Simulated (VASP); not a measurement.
Band structure of Be$_{3}$ZnO$_{4}$ (ordered alloy cell). These are PBEsol GGA, VASP's PBE PAW potentials (set 64) (plane waves; VASP) values and carry that method's errors.

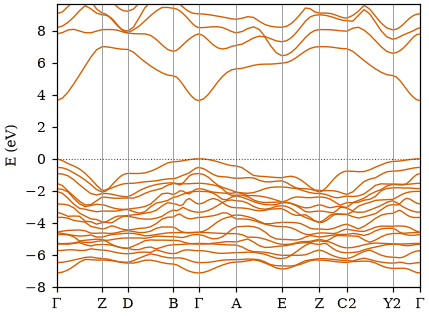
*Bands along high-symmetry lines, zero at the valence-band maximum or, without a gap, the Fermi level*

Read the plot: is there a gap, and where are the band edges?

The gap is direct, 3.63 eV, from the valence maximum at Γ to the conduction minimum at Γ. (Edges off the drawn lines would not show.)

The structure was generated: Be3ZnO4 was put into an ordered model structure (Pm), which need not be its known phase. It was relaxed first.
